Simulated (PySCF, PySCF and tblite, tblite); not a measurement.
# C6H8Si: a path driven as ring inversion, and NMR exchange

Aim: the barrier and rate of ring inversion in C6H8Si (`C1=CC=C[SiH2]C=C1`), and what it does to NMR lines.

Computed with tblite 0.8.0 (tight binding) and PySCF 2.14.0 (DFT, with response routines of our own); each step states its level. Atoms count from 0 throughout.

## (1) The molecule as given

15 atoms, charge 0, multiplicity 1; geometry from: force field or distance geometry start.

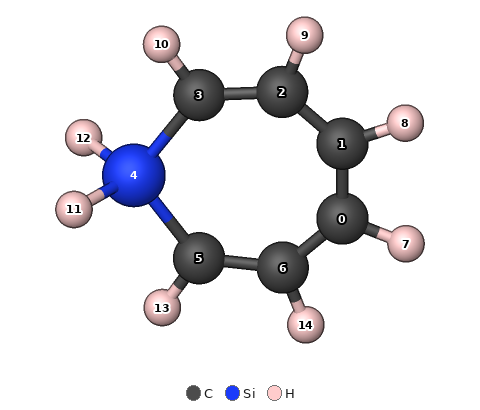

The starting geometry (carbon dark grey, silicon blue, hydrogen pink), atoms numbered.

## (2) GFN2-xTB relaxation, start minimum

The job: settings as JSON, then the geometry in Å.

```
{"job": {"xc": "GFN2-xTB", "basis": "xTB", "kind": "relax"}, "charge": 0, "multiplicity": 1}
C      1.229300     1.156500     0.039600
C     -0.015300     1.688500    -0.048700
C     -1.235700     1.164000    -0.092500
C     -1.655400    -0.097200    -0.099400
Si    -0.700900    -1.643700     0.002800
C      1.065100    -1.266300     0.082200
C      1.704400    -0.085500     0.090500
H      2.014700     1.925200     0.071700
H     -0.002400     2.776200    -0.061400
H     -2.053600     1.905300    -0.151900
H     -2.724800    -0.296200    -0.147300
H     -1.113800    -2.427800     1.188300
H     -0.983500    -2.475200    -1.188800
H      1.677000    -2.167500     0.135100
H      2.790500    -0.148400     0.158000
```

On the command line:

```sh
$ OMP_NUM_THREADS=1 python ens_run.py task.json out
```

One launch serves the whole session.

The log of the run:

```text
step      E/eV     max force
  0    -504.48779    4.627
  1    -504.80346    3.410
  2    -504.95821    0.982
  3    -505.00949    0.518
  4    -505.03799    0.405
  5    -505.05497    0.284
  6    -505.05790    0.161
  7    -505.05977    0.093
  8    -505.06135    0.103
  9    -505.06230    0.101
 10    -505.06365    0.087
 11    -505.06412    0.049
 12    -505.06421    0.019
 13    -505.06424    0.015
 14    -505.06428    0.019
 15    -505.06433    0.017
 16    -505.06434    0.008
 17    -505.06434    0.004
 18    -505.06435    0.003
 19    -505.06435    0.002
 20    -505.03673    0.839
 21    -505.05521    0.678
 22    -505.06426    0.194
 23    -505.07041    0.199
 24    -505.07450    0.163
 25    -505.07525    0.079
 26    -505.07548    0.040
 27    -505.07571    0.058
 28    -505.07597    0.064
 29    -505.07614    0.039
 30    -505.07624    0.025
 31    -505.07634    0.030
 32    -505.07644    0.034
 33    -505.07654    0.033
 34    -505.07667    0.042
 35    -505.07684    0.052
 36    -505.07708    0.059
 37    -505.07736    0.052
 38    -505.07762    0.043
 39    -505.07786    0.047
 40    -505.07815    0.053
 41    -505.07862    0.070
 42    -505.07948    0.099
 43    -505.08101    0.108
 44    -505.08317    0.162
 45    -505.08582    0.207
 46    -505.08953    0.193
 47    -505.09376    0.223
 48    -505.09902    0.265
 49    -505.09950    0.428
 50    -505.11126    0.189
 51    -505.11705    0.143
 52    -505.12436    0.161
 53    -505.12704    0.122
 54    -505.13120    0.111
 55    -505.13193    0.088
 56    -505.13253    0.080
 57    -505.13315    0.067
 58    -505.13352    0.045
 59    -505.13371    0.037
 60    -505.13389    0.033
 61    -505.13404    0.032
 62    -505.13418    0.033
 63    -505.13429    0.031
 64    -505.13435    0.016
 65    -505.13438    0.016
 66    -505.13441    0.013
 67    -505.13444    0.014
 68    -505.13446    0.014
 69    -505.13449    0.016
 70    -505.13452    0.013
 71    -505.13454    0.018
 72    -505.13457    0.016
 73    -505.13458    0.009
 74    -505.13459    0.006
 75    -505.13459    0.006
 76    -505.13460    0.006
 77    -505.13460    0.005
 78    -505.13461    0.005
 79    -505.13461    0.005
 80    -505.13461    0.004
 81    -505.13461    0.004
 82    -505.13462    0.003
```

Wall time 0.59 s (1 thread of Arm Neoverse N1, shared host).

Relaxing gained 0.647 eV and moved the atoms by 0.64 Å on average (rms).

## (3) Relaxed scan, ring torsion 4 driven

The job: settings as JSON, then the geometry in Å.

```
{"job": {"xc": "GFN2-xTB", "basis": "xTB", "coordinate": [["t", [3, 4, 5, 6], 1.0]], "kind": "drive"}, "charge": 0, "multiplicity": 1}
C      1.220015     1.097410    -0.294363
C     -0.017469     1.625883    -0.372582
C     -1.269496     1.138623     0.146167
C     -1.676464    -0.131339     0.262430
Si    -0.668827    -1.608460    -0.293438
C      1.024711    -1.284026     0.436950
C      1.672560    -0.117085     0.333757
H      2.028965     1.717508    -0.668003
H     -0.086116     2.620986    -0.801058
H     -1.951820     1.934681     0.435278
H     -2.649214    -0.302251     0.706987
H     -1.233364    -2.846617     0.257926
H     -0.613174    -1.702554    -1.761085
H      1.520473    -2.081424     0.976955
H      2.682629    -0.042682     0.730224
```

The log of the run:

```text
point  coordinate     E/eV
  0    -34.900     -505.11912
  1    -21.000     -505.08986
  2     -7.100     -505.06709
  3      7.000     -505.06695
  4     21.000     -505.08967
  5     34.800     -505.11901
  6     48.400     -505.13380
```

It took 3.5 s on 1 thread of Arm Neoverse N1, shared host.

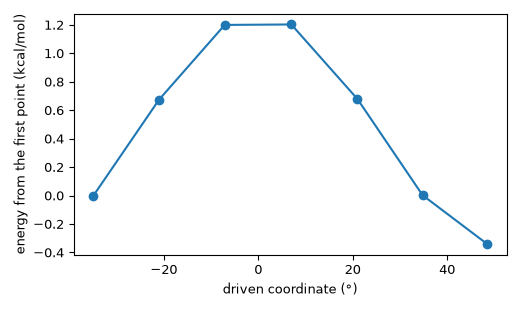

Energy along the scan.

## (4) Nudged elastic band, leg 1

Changed since step 3:

```diff
@@ -1,2 +1,2 @@
-{"job": {"xc": "GFN2-xTB", "basis": "xTB", "coordinate": [["t", [3, 4, 5, 6], 1.0]], "kind": "drive"}, "charge": 0, "multiplicity": 1}
+{"job": {"xc": "GFN2-xTB", "basis": "xTB", "kind": "neb"}, "charge": 0, "multiplicity": 1}
 C      1.220015     1.097410    -0.294363
```

The log of the run:

```text
image   E - E0 / eV
  0       0.0000
  1       0.0227
  2       0.0570
  3       0.0739
  4       0.0578
  5       0.0219
  6       0.0000
```

Wall time 2.6 s (1 thread of Arm Neoverse N1, shared host); peak memory 0.19 GiB.

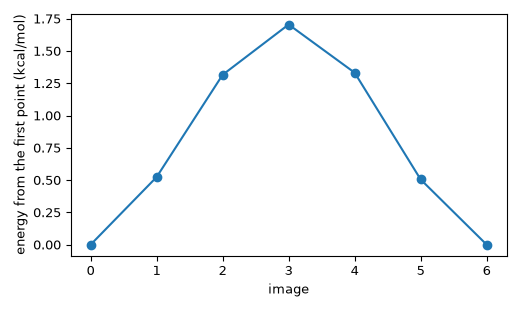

Energy along the band.

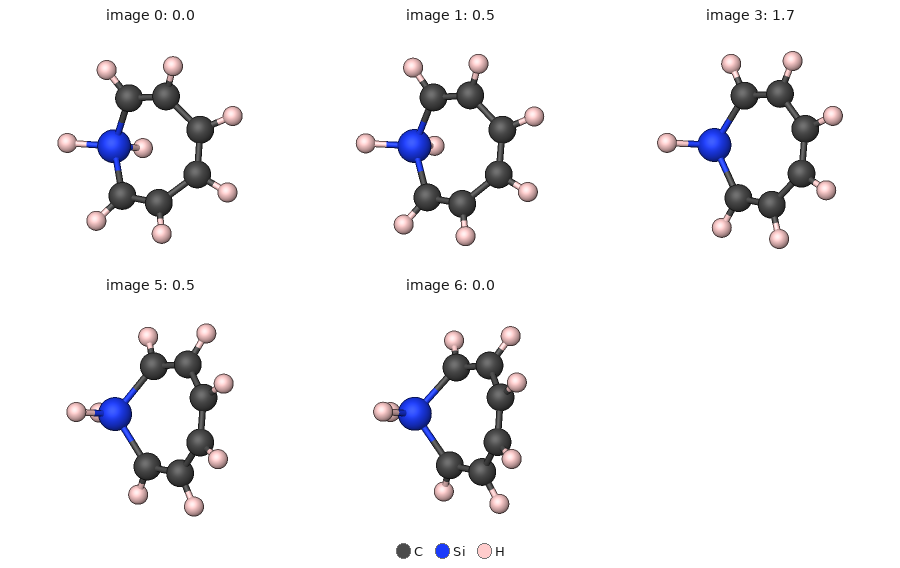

Images along the band, with energies in kcal/mol.

## (5) Saddle search, leg 1

The job: settings as JSON, then the geometry in Å.

```
{"job": {"xc": "GFN2-xTB", "basis": "xTB", "kind": "saddle"}, "charge": 0, "multiplicity": 1}
C      1.249239     1.206232     0.045340
C      0.011315     1.736115    -0.070123
C     -1.311708     1.174276    -0.100071
C     -1.717479    -0.102715    -0.065772
Si    -0.718068    -1.680120    -0.016450
C      1.111623    -1.313984     0.074274
C      1.752397    -0.138548     0.128972
H      2.048513     1.940897     0.068705
H     -0.006654     2.819634    -0.140263
H     -2.082219     1.939817    -0.155827
H     -2.791236    -0.256529    -0.084032
H     -1.096714    -2.465808     1.173989
H     -1.023400    -2.495525    -1.207989
H      1.738969    -2.198324     0.122569
H      2.835423    -0.165417     0.226678
```

The log of the run:

```text
step      E/eV     max force
  0    -505.06068   0.0458
  1    -505.06429   0.0460
  2    -505.06435   0.0024
lowest wavenumbers (cm-1): -69.4 204.2 264.5 303.2 358.9 477.1
```

It took 2.7 s on 1 thread of Arm Neoverse N1, shared host; peak memory 0.19 GiB.

Point group C2v; 1 imaginary mode, 69i cm⁻¹, carried by Si4, C5, C3. Steps downhill from it reached both ends.

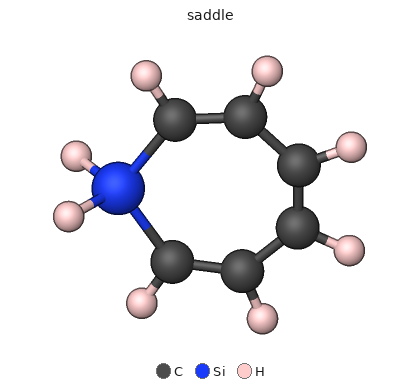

The saddle point.

## (6) Shieldings, start: B3LYP/pcSseg-1

The job: settings as JSON, then the geometry in Å.

```
{"job": {"kind": "nmr", "xc": "B3LYP", "basis": "pcSseg-1", "pop": false}, "charge": 0, "multiplicity": 1}
C      1.220015     1.097410    -0.294363
C     -0.017469     1.625883    -0.372582
C     -1.269496     1.138623     0.146167
C     -1.676464    -0.131339     0.262430
Si    -0.668827    -1.608460    -0.293438
C      1.024711    -1.284026     0.436950
C      1.672560    -0.117085     0.333757
H      2.028965     1.717508    -0.668003
H     -0.086116     2.620986    -0.801058
H     -1.951820     1.934681     0.435278
H     -2.649214    -0.302251     0.706987
H     -1.233364    -2.846617     0.257926
H     -0.613174    -1.702554    -1.761085
H      1.520473    -2.081424     0.976955
H      2.682629    -0.042682     0.730224
```

The log of the run:

```text
coarse grid: 13104 points
cycle   1  E = -522.7773040992  dE =  8.692e-01  |g| = 4.462e-01  |ddm| = 3.732e+00
cycle   2  E = -522.7551255600  dE =  2.218e-02  |g| = 5.303e-01  |ddm| = 9.506e-01
cycle   3  E = -522.8303044221  dE = -7.518e-02  |g| = 7.772e-02  |ddm| = 5.850e-01
cycle   4  E = -522.8313656812  dE = -1.061e-03  |g| = 4.748e-02  |ddm| = 1.144e-01
cycle   5  E = -522.8320136021  dE = -6.479e-04  |g| = 8.837e-03  |ddm| = 5.542e-02
cycle   6  E = -522.8320320706  dE = -1.847e-05  |g| = 2.553e-03  |ddm| = 1.094e-02
cycle   7  E = -522.8320336733  dE = -1.603e-06  |g| = 3.763e-04  |ddm| = 2.505e-03
final grid: 122152 points
cycle   8  E = -522.8854609300  dE = -2.831e-05  |g| = 5.582e-03  |ddm| = 2.793e-02
cycle   9  E = -522.8854574285  dE =  3.502e-06  |g| = 6.587e-03  |ddm| = 1.228e-02
cycle  10  E = -522.8854693384  dE = -1.191e-05  |g| = 7.606e-04  |ddm| = 7.304e-03
cycle  11  E = -522.8854694728  dE = -1.344e-07  |g| = 3.621e-04  |ddm| = 1.089e-03
cycle  12  E = -522.8854695080  dE = -3.525e-08  |g| = 3.931e-05  |ddm| = 3.333e-04
cycle  13  E = -522.8854695083  dE = -2.539e-10  |g| = 2.049e-05  |ddm| = 5.909e-05
converged SCF energy = -522.8854695083

GIAO shielding tensors (ppm)
atom      isotropic    diamagn.    paramagn.     s11        s22        s33       span
  0 C       40.483     255.884    -215.401    -74.433     45.100    150.782    225.215
  1 C       40.483     255.876    -215.393    -74.443     45.128    150.765    225.208
  2 C       31.269     253.995    -222.725    -89.582     33.548    149.842    239.424
  3 C       53.626     260.992    -207.366    -29.155     18.947    171.087    200.242
  4 Si     401.074     881.611    -480.537    372.106    400.876    430.241     58.135
  5 C       53.687     260.985    -207.298    -29.115     19.079    171.098    200.213
  6 C       31.266     253.992    -222.726    -89.561     33.548    149.811    239.372
  7 H       25.095      30.353      -5.258     22.042     25.205     28.039      5.997
  8 H       25.095      30.351      -5.256     22.038     25.206     28.041      6.004
  9 H       24.558      29.833      -5.275     22.002     23.606     28.065      6.063
 10 H       26.161      30.278      -4.116     22.260     27.378     28.846      6.586
 11 H       27.112      29.598      -2.486     23.576     25.824     31.936      8.360
 12 H       27.566      29.550      -1.985     24.565     24.782     33.350      8.785
 13 H       26.163      30.279      -4.116     22.267     27.377     28.845      6.578
 14 H       24.557      29.835      -5.279     22.001     23.609     28.060      6.059
```

It took 32 s on 1 thread of Arm Neoverse N1, shared host; peak memory 0.76 GiB.

In short: HOMO -6.47 eV, LUMO -1.68 eV; dipole 0.75 D.

## (7) Shieldings, saddle of leg 1: B3LYP/pcSseg-1

The job: settings as JSON, then the geometry in Å.

```
{"job": {"kind": "nmr", "xc": "B3LYP", "basis": "pcSseg-1", "pop": false}, "charge": 0, "multiplicity": 1}
C      1.249519     1.205465     0.038101
C      0.009809     1.736112    -0.041975
C     -1.312395     1.174084    -0.099847
C     -1.717152    -0.103524    -0.089983
Si    -0.719046    -1.679411     0.003311
C      1.110437    -1.313802     0.090739
C      1.755534    -0.139101     0.097496
H      2.048012     1.940938     0.063514
H     -0.009155     2.821488    -0.069545
H     -2.082225     1.939807    -0.160559
H     -2.789451    -0.258786    -0.144167
H     -1.124558    -2.448899     1.195053
H     -0.998720    -2.510045    -1.183497
H      1.738321    -2.196783     0.145139
H      2.841068    -0.167542     0.156219
```

The log of the run:

```text
coarse grid: 13104 points
cycle   1  E = -522.7790462424  dE =  8.573e-01  |g| = 4.345e-01  |ddm| = 3.827e+00
cycle   2  E = -522.7626027991  dE =  1.644e-02  |g| = 5.008e-01  |ddm| = 9.640e-01
cycle   3  E = -522.8300029690  dE = -6.740e-02  |g| = 6.007e-02  |ddm| = 5.529e-01
cycle   4  E = -522.8304736640  dE = -4.707e-04  |g| = 4.297e-02  |ddm| = 9.562e-02
cycle   5  E = -522.8310030495  dE = -5.294e-04  |g| = 9.473e-03  |ddm| = 5.183e-02
cycle   6  E = -522.8310261356  dE = -2.309e-05  |g| = 2.712e-03  |ddm| = 1.193e-02
cycle   7  E = -522.8310279065  dE = -1.771e-06  |g| = 3.157e-04  |ddm| = 2.340e-03
final grid: 122152 points
cycle   8  E = -522.8839241121  dE = -2.888e-05  |g| = 5.676e-03  |ddm| = 3.739e-02
cycle   9  E = -522.8839199485  dE =  4.164e-06  |g| = 6.814e-03  |ddm| = 1.310e-02
cycle  10  E = -522.8839327935  dE = -1.285e-05  |g| = 9.832e-04  |ddm| = 7.693e-03
cycle  11  E = -522.8839330565  dE = -2.630e-07  |g| = 3.049e-04  |ddm| = 1.238e-03
cycle  12  E = -522.8839330806  dE = -2.411e-08  |g| = 4.200e-05  |ddm| = 2.943e-04
cycle  13  E = -522.8839330809  dE = -3.142e-10  |g| = 1.993e-05  |ddm| = 6.561e-05
converged SCF energy = -522.8839330809

GIAO shielding tensors (ppm)
atom      isotropic    diamagn.    paramagn.     s11        s22        s33       span
  0 C       43.234     255.016    -211.782    -61.501     50.410    140.791    202.292
  1 C       43.229     255.011    -211.782    -61.504     50.405    140.785    202.289
  2 C       30.265     253.076    -222.810    -92.920     36.797    146.919    239.838
  3 C       44.928     262.073    -217.145    -66.291     41.193    159.883    226.174
  4 Si     390.675     881.708    -491.033    350.282    375.582    446.162     95.880
  5 C       44.929     262.071    -217.142    -66.288     41.192    159.884    226.172
  6 C       30.275     253.077    -222.801    -92.908     36.808    146.926    239.835
  7 H       25.920      29.828      -3.908     23.534     25.239     28.988      5.454
  8 H       25.920      29.828      -3.908     23.534     25.239     28.988      5.454
  9 H       24.947      29.470      -4.522     22.946     23.294     28.602      5.656
 10 H       25.738      29.733      -3.996     23.615     24.849     28.749      5.134
 11 H       26.402      29.418      -3.016     23.279     25.327     30.598      7.319
 12 H       26.402      29.418      -3.016     23.280     25.332     30.595      7.315
 13 H       25.738      29.733      -3.996     23.615     24.849     28.749      5.133
 14 H       24.947      29.470      -4.523     22.945     23.295     28.602      5.656
```

Wall time 31 s (1 thread of Arm Neoverse N1, shared host); peak memory 0.78 GiB.

This run: HOMO -6.20 eV, LUMO -2.17 eV; dipole 0.83 D.

## (8) Kinetics and line shapes

The job: settings as JSON, then the geometry in Å.

```
{"job": {"smiles": "C1=CC=C[SiH2]C=C1", "charge": 0, "mult": 1, "motion": "ring", "what": "7-membered ring", "atoms": [0, 1, 2, 3, 4, 5, 6], "ring": [0, 1, 2, 3, 4, 5, 6], "study": "path", "level": {"kind": "nmr", "xc": "B3LYP", "basis": "pcSseg-1"}, "fields": [60, 400, 900], "first": 2, "seed": 478, "kind": "path"}, "charge": 0, "multiplicity": 1}
C      1.220015     1.097410    -0.294363
C     -0.017469     1.625883    -0.372582
C     -1.269496     1.138623     0.146167
C     -1.676464    -0.131339     0.262430
Si    -0.668827    -1.608460    -0.293438
C      1.024711    -1.284026     0.436950
C      1.672560    -0.117085     0.333757
H      2.028965     1.717508    -0.668003
H     -0.086116     2.620986    -0.801058
H     -1.951820     1.934681     0.435278
H     -2.649214    -0.302251     0.706987
H     -1.233364    -2.846617     0.257926
H     -0.613174    -1.702554    -1.761085
H      1.520473    -2.081424     0.976955
H      2.682629    -0.042682     0.730224
```

The log of the run:

```text
stationary points (kcal/mol above the start)
  n  kind          group   xTB      DFT    lowest mode
  0  minimum      Cs       0.00     0.00      95.7
  1  saddle       C2v      1.62     1.51     -69.4
  2  minimum      Cs       0.00     0.00      94.8

GFN2-xTB energies: T/K, barrier G, reaction G (kcal/mol), k forward, k back (1/s)
 150.00     1.95     0.00   4.56e+09   4.61e+09
 200.00     2.04     0.00   2.47e+10   2.48e+10
 250.00     2.15     0.00   6.88e+10   6.92e+10
 298.15     2.27     0.00   1.34e+11   1.35e+11
 350.00     2.42     0.00   2.26e+11   2.27e+11
 400.00     2.57     0.00   3.29e+11    3.3e+11
 500.00     2.91     0.00   5.59e+11   5.61e+11

B3LYP/pcSseg-1 + D3(BJ) energies: T/K, barrier G, reaction G (kcal/mol), k forward, k back (1/s)
 150.00     1.84     0.00   6.55e+09   6.61e+09
 200.00     1.93     0.00   3.24e+10   3.26e+10
 250.00     2.04     0.00   8.55e+10   8.59e+10
 298.15     2.16     0.00   1.61e+11   1.62e+11
 350.00     2.31     0.00   2.64e+11   2.65e+11
 400.00     2.46     0.00   3.77e+11   3.78e+11
 500.00     2.80     0.00   6.23e+11   6.25e+11
```

Run time: 77 s. Hardware: 1 thread of Arm Neoverse N1, shared host; peak memory 0.78 GiB. This counts the whole study up to here.

Barriers by level (kcal/mol; entropies in cal/(mol K)). Zero-point and thermal terms come from xTB in every row. ΔG‡ leaves symmetry out; the rate counts one path; effective ΔG‡, where given, is the barrier that would give that rate by Eyring's equation alone:

```
                  level   ΔE‡  with zero-point   ΔH‡   ΔS‡  ΔG‡ (298 K)  ΔE of reaction  k at 298 K (1/s)  effective ΔG‡
               GFN2-xTB  1.62             1.82  1.32  -3.2         2.27            0.00           1.3e+11           2.27
B3LYP/pcSseg-1 + D3(BJ)  1.51             1.71  1.21  -3.2         2.16            0.00           1.6e+11           2.16
```

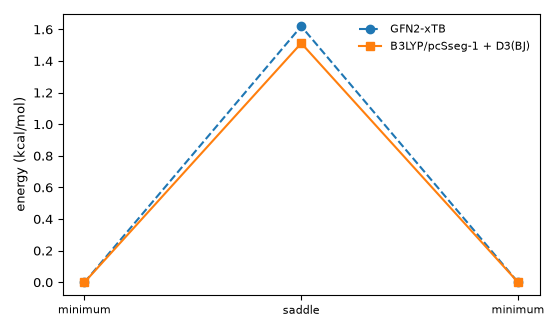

The xTB stationary points, at both levels.

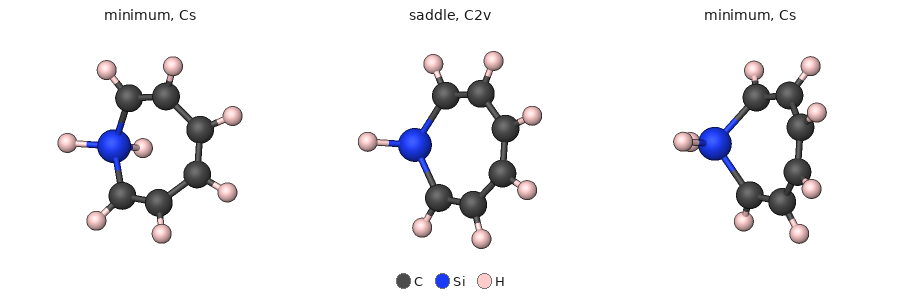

The stationary points in order.

Sites that the driver pairs across this motion, and where their lines would merge (no couplings; faster rotations, inversion at nitrogen or exchange between molecules can average them sooner):

```
nucleus  sites: shielding (ppm)  proton frequency (MHz)  spread (Hz)  coalescence (K)  lines at 298 K
     ¹H  H11: 27.11; H12: 27.57                      60           27         below 40               1
     ¹H  H11: 27.11; H12: 27.57                     400          182               40               1
     ¹H  H11: 27.11; H12: 27.57                     900          408               42               1
```

## (9) Summary of results

| quantity | value |
| --- | --- |
| barrier (B3LYP/pcSseg-1 + D3(BJ)) | ΔE‡ 1.5, ΔG‡(298 K) 2.2 kcal/mol |
| barrier (GFN2-xTB) | ΔE‡ 1.6 kcal/mol |
| rate at 298 K | 1.6e+11 s⁻¹ |
| end of the path | the start, renumbered or mirrored |
| coalescence of ¹H H11 | 42 K at 900 MHz |

In words: The barrier is 1.5 kcal/mol at the DFT level (xTB: 1.6); with thermal terms and the count of paths the DFT value gives a rate of 1.6e+11 s⁻¹ at 298 K. An error of 1.4 kcal/mol changes that rate tenfold. The ¹H lines of H11 and its partners, 408 Hz apart at 900 MHz, merge at 42 K, so by this path alone the exchange at 298 K is fast for them; other paths were not followed.
